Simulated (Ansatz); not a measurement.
## B2O3 under a change: B → Cu

The parent structure is B₂O₃ (space group Cmc2_1, No. 36; a = 7.826 Å, b = 4.624 Å, c = 4.134 Å; a cell from a computed database, its experimental status unchecked).

Now apply this change: full substitution B → Cu; the structure is relaxed again.

Calculations: PBEsol/PAW in Ansatz (an electronic-structure program), no SOC. Settings: 10×10×9 k-points, 0.05 eV Fermi–Dirac smearing, for the changed cell.

The volume per atom goes up by 7.55 Å³ to 15.03 Å³ and the density increases by 0.78 g/cm³ (3.09 g/cm³ → 3.87 g/cm³). The space group remains Cmc2_1 (No. 36) and the shortest interatomic distance goes up by 0.361 Å (1.381 Å → 1.742 Å). The band gap becomes zero (base: 8.42 eV).

Final structure:

```
CELL_PARAMETERS angstrom
      5.06072    -2.82532     0.00000
      5.06072     2.82532     0.00000
      0.00000     0.00000     5.25516
ATOMIC_POSITIONS crystal
  Cu 0.02114 0.32241 0.56244
  Cu 0.97886 0.67759 0.06244
  Cu 0.67759 0.97886 0.56244
  Cu 0.32241 0.02114 0.06244
  O  0.83166 0.16834 0.55561
  O  0.16834 0.83166 0.05561
  O  0.89135 0.64743 0.39605
  O  0.10865 0.35257 0.89605
  O  0.35257 0.10865 0.39605
  O  0.64743 0.89135 0.89605
```

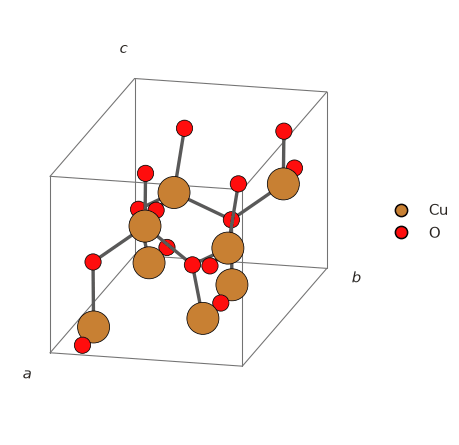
Figure. The relaxed conventional cell after the change

Stability against distortions was not tested. As relaxed here, Cu2O3 is a hypothetical phase, not in the database extracts checked. No Hubbard U is applied and the magnetic state is the run's own (Cu2O3 not spin-polarised); small cells can't hold the antiferromagnetic order that many such compounds have, so gaps and moments can be off. The final runs are not spin-polarised. Cu2O3 has a high density of states at the Fermi level and may be magnetic at this level. The zero or small gap of Cu2O3 can change with the level of theory.
